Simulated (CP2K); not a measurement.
# PM3 run of C2H4SSi (SMILES [SiH3]C1=CS1)

Aim: the energy difference between two shapes of C2H4SSi at PM3, from 2 runs. 

The calculation is run with CP2K 2026.2.

1 further run of the same task is left out (it didn't finish).

## (1) The structure to begin with

C2H4SSi: 8 atoms, total charge 0, spin state singlet. As SMILES, `[SiH3]C1=CS1`. Geometry: relaxed at GFN2-xTB.

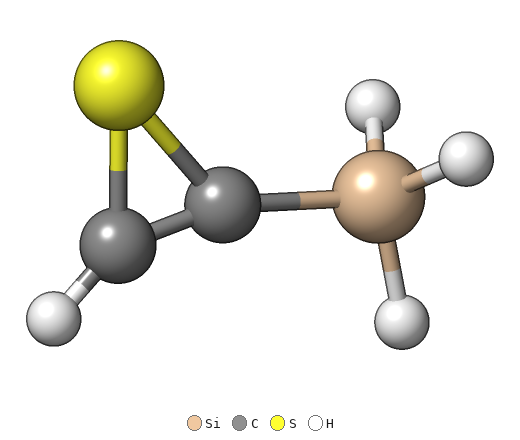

Viewed from a chosen angle; silicon light orange, carbon grey, sulfur yellow, hydrogen white.

## (2) Energy and forces at PM3

Input file molecule.xyz:

```xyz
8

Si     0.040160     1.281750    -0.366560
C      0.011660    -0.498250     0.167740
C     -0.301840    -1.743810     0.272270
S      1.038780    -1.518250     1.430910
H     -1.023610     1.385940    -1.366080
H     -0.222370     2.106910     0.810850
H      1.359740     1.558570    -0.930510
H     -0.902530    -2.572860    -0.018630
```

Input file job.inp:

```
&GLOBAL
  PROJECT_NAME job
  RUN_TYPE ENERGY_FORCE
  PRINT_LEVEL MEDIUM
&END GLOBAL

&FORCE_EVAL
  METHOD QUICKSTEP
  &DFT
    &QS
      METHOD PM3
      EPS_DEFAULT 1.0E-10
      &SE
        &COULOMB
          CUTOFF [angstrom] 50
          RC_RANGE [angstrom] 0
        &END COULOMB
        &EXCHANGE
          CUTOFF [angstrom] 50
          RC_RANGE [angstrom] 0
        &END EXCHANGE
      &END SE
    &END QS
    &POISSON
      PERIODIC NONE
      POISSON_SOLVER ANALYTIC
    &END POISSON
    &SCF
      SCF_GUESS ATOMIC
      EPS_SCF 1.0E-07
      MAX_SCF 150
      ADDED_MOS 8
      &DIAGONALIZATION
        ALGORITHM STANDARD
      &END DIAGONALIZATION
      &MIXING
        METHOD DIRECT_P_MIXING
        ALPHA 0.4
      &END MIXING
    &END SCF
    &PRINT
      &MOMENTS
        PERIODIC F
        REFERENCE COM
        MAX_MOMENT 1
      &END MOMENTS
      &MO ON
        ENERGIES T
        OCCUPATION_NUMBERS T
        NDIGITS 6
        &EACH
          QS_SCF 0
        &END EACH
        ADD_LAST NUMERIC
      &END MO
      &HIRSHFELD OFF
      &END HIRSHFELD
    &END PRINT
  &END DFT
  &SUBSYS
    &CELL
      ABC 12.4 14.7 12.8
      PERIODIC NONE
    &END CELL
    &TOPOLOGY
      COORD_FILE_NAME molecule.xyz
      COORD_FILE_FORMAT XYZ
      &CENTER_COORDINATES
      &END CENTER_COORDINATES
    &END TOPOLOGY
  &END SUBSYS
  &PRINT
    &FORCES ON
    &END FORCES
  &END PRINT
&END FORCE_EVAL
```

On the command line:

```console
$ OMP_NUM_THREADS=1 cp2k.psmp job.inp > job.out
```

Log:

```text
CP2K| version string:                                       CP2K version 2026.2
[...]
 GLOBAL| Method name                                                        CP2K
[...]
 GLOBAL| Run type                                                   ENERGY_FORCE
[...]
                             - Atoms:                                          8
[...]
                             - Spherical basis functions:                     20
[...]
 Number of electrons:                                                         22
[...]
     1 P_Mix/Diag. 0.40E+00    0.0     0.73832535       -15.6500162643 -1.57E+01
[...]
    18 DIIS/Diag.  0.43E-07    0.0     0.00000004       -20.3546051466 -4.97E-14
  *** SCF run converged in    18 steps ***
  Core-core repulsion energy [eV]:                           1039.23606715583082
  Core Hamiltonian energy [eV]:                              -826.33935185130213
  Two-electron integral energy [eV]:                        -1533.54737839589779
  Electronic energy [eV]:                                   -1593.11304104925102
  Total energy [eV]:                                         -553.87697389342031
  Atomic reference energy [eV]:                               557.43309057243891
  Heat of formation [kcal/mol]:                                82.00600526964081
[...]
 SE_DIPOLE| Moment [Debye]          1.75135710      -1.53639364       2.09128023
 SE_DIPOLE| Derivative [a.u.]       0.00000000       0.00000000       0.00000000
 ENERGY| Total FORCE_EVAL ( QS ) energy [hartree]            -20.354605146623964
 FORCES| Atomic forces [hartree/bohr]
 FORCES|   Atom     x               y               z               |f|
 FORCES|      1 -5.12067881E-03 -3.88687606E-02  7.55765446E-03   3.99264329E-02
 FORCES|      2  1.71012417E-02  3.80918186E-02  3.70653880E-03   4.19187016E-02
 FORCES|      3 -4.69726595E-03 -1.49693442E-02  3.40293529E-04   1.56927172E-02
 FORCES|      4  9.96905775E-04  8.24883823E-03 -1.67093784E-03   8.47521012E-03
 FORCES|      5 -4.65959402E-03  4.57154828E-03 -5.66947190E-03   8.64602693E-03
 FORCES|      6 -1.75307760E-03  4.97331775E-03  5.51217099E-03   7.62831564E-03
 FORCES|      7  6.44763189E-03  2.14479861E-03 -3.49951862E-03   7.64321585E-03
 FORCES|      8 -8.31516296E-03 -4.19221673E-03 -6.27672941E-03   1.12300467E-02
 FORCES| Sum    -3.05311332E-16 -4.71844785E-16  2.77555756E-17
 FORCES| Total atomic force                                       5.62692530E-16
[...]
```

Wall time 0.91 s (1 thread of Intel Xeon 6975P-C (Granite Rapids), shared host); peak memory 0.18 GiB.

## (3) The distorted shape

Changes to molecule.xyz since step 2:

```diff
@@ -4,3 +4,3 @@
 C      0.011660    -0.498250     0.167740
-C     -0.301840    -1.743810     0.272270
+C     -0.167779    -1.721254     0.388133
 S      1.038780    -1.518250     1.430910
```

Input file run.inp:

```
&GLOBAL
    PROJECT_NAME run
    RUN_TYPE ENERGY_FORCE
    PRINT_LEVEL MEDIUM
&END
&FORCE_EVAL
    METHOD QUICKSTEP
    &DFT
        CHARGE 0
        MULTIPLICITY 1
        &QS
            METHOD PM3
            EPS_DEFAULT 1.0E-10
            &SE
                &COULOMB
                    CUTOFF [angstrom] 50
                    RC_RANGE [angstrom] 0
                &END
                &EXCHANGE
                    CUTOFF [angstrom] 50
                    RC_RANGE [angstrom] 0
                &END
            &END
        &END
        # cluster boundary conditions
        &POISSON
            PERIODIC NONE
            POISSON_SOLVER ANALYTIC
        &END
        &SCF
            SCF_GUESS ATOMIC
            EPS_SCF 1.0E-07
            MAX_SCF 150
            ADDED_MOS 8
            &DIAGONALIZATION
                ALGORITHM STANDARD
            &END
            &MIXING
                METHOD DIRECT_P_MIXING
                ALPHA 0.4
            &END
        &END
        # extra output
        &PRINT
            &MOMENTS
                PERIODIC F
                REFERENCE COM
                MAX_MOMENT 1
            &END
            &MO ON
                ENERGIES T
                OCCUPATION_NUMBERS T
                NDIGITS 6
                &EACH
                    QS_SCF 0
                &END
                ADD_LAST NUMERIC
            &END
            &HIRSHFELD OFF
            &END
        &END
    &END
    &SUBSYS
        # box in angstrom
        &CELL
            ABC [angstrom] 12.4 14.7 12.8
            PERIODIC NONE
        &END
        &TOPOLOGY
            COORD_FILE_NAME molecule.xyz
            COORD_FILE_FORMAT XYZ
            &CENTER_COORDINATES
            &END
        &END
    &END
    &PRINT
        &FORCES ON
        &END
    &END
&END
```

On the command line:

```console
$ OMP_NUM_THREADS=1 cp2k.psmp -i run.inp -o run.out
```

Log:

```text
CP2K| version string:                                       CP2K version 2026.2
[...]
 GLOBAL| Method name                                                        CP2K
[...]
 GLOBAL| Run type                                                   ENERGY_FORCE
[...]
                             - Atoms:                                          8
[...]
                             - Spherical basis functions:                     20
[...]
 Number of electrons:                                                         22
[...]
     1 P_Mix/Diag. 0.40E+00    0.0     0.73730715       -15.6070587536 -1.56E+01
[...]
    22 DIIS/Diag.  0.57E-07    0.0     0.00000009       -20.3289991171 -9.59E-14
  *** SCF run converged in    22 steps ***
  Core-core repulsion energy [eV]:                           1050.05568331687550
  Core Hamiltonian energy [eV]:                              -826.47335951047341
  Two-electron integral energy [eV]:                        -1553.52504440339339
  Electronic energy [eV]:                                   -1603.23588171217011
  Total energy [eV]:                                         -553.18019839529472
  Atomic reference energy [eV]:                               557.43309057243891
  Heat of formation [kcal/mol]:                                98.07403124532982
[...]
 SE_DIPOLE| Moment [Debye]          1.52222250      -1.52626477       1.87759230
 SE_DIPOLE| Derivative [a.u.]       0.00000000       0.00000000       0.00000000
 ENERGY| Total FORCE_EVAL ( QS ) energy [hartree]            -20.328999117110769
 FORCES| Atomic forces [hartree/bohr]
 FORCES|   Atom     x               y               z               |f|
 FORCES|      1 -6.00419555E-03 -4.13536385E-02  7.52524859E-03   4.24594294E-02
 FORCES|      2  2.70815249E-02  1.18645815E-01 -1.24928801E-02   1.22336873E-01
 FORCES|      3 -1.14699445E-01 -1.37708776E-01 -6.19661100E-02   1.89629819E-01
 FORCES|      4  5.98010168E-02  1.16549289E-02  5.11941937E-02   7.95791709E-02
 FORCES|      5 -4.72902464E-03  4.56993529E-03 -5.73139776E-03   8.72335388E-03
 FORCES|      6 -1.80127721E-03  4.90822771E-03  5.64061182E-03   7.69102078E-03
 FORCES|      7  6.54311506E-03  2.03292623E-03 -3.52812430E-03   7.70667274E-03
 FORCES|      8  3.38082856E-02  3.72505815E-02  1.93584580E-02   5.39013534E-02
 FORCES| Sum    -3.19189120E-16  4.44089210E-16 -1.11022302E-16
 FORCES| Total atomic force                                       5.58052750E-16
[...]
```

Wall time 0.88 s (1 thread of Intel Xeon 6975P-C (Granite Rapids), shared host); peak memory 0.19 GiB.

## (4) What came out

At PM3:

| quantity | value |
| --- | --- |
| first shape: total energy | -20.35461 Eh |
| first shape: dipole moment | 3.13 D |
| first shape: HOMO energy | -8.43 eV |
| first shape: LUMO energy | -0.40 eV |
| first shape: HOMO–LUMO gap | 8.03 eV |
| first shape: heat of formation at this unrelaxed shape | 82.0 kcal/mol |
| first shape: largest force on an atom | 2.156 eV/Å |
| distorted shape: total energy | -20.32900 Eh |
| distorted shape: dipole moment | 2.86 D |
| distorted shape: HOMO energy | -8.28 eV |
| distorted shape: LUMO energy | -0.49 eV |
| distorted shape: HOMO–LUMO gap | 7.79 eV |
| distorted shape: heat of formation at this unrelaxed shape | 98.1 kcal/mol |
| distorted shape: largest force on an atom | 9.751 eV/Å |
| energy change with the atoms displaced | 0.697 eV |

What this shows: With the atoms displaced the energy rises by 0.70 eV (67.2 kJ/mol). The first shape isn't relaxed at this level, so the change isn't measured from a minimum. The largest force (first shape) is 2.16 eV/Å: the shape isn't a stationary point for this species at this level.
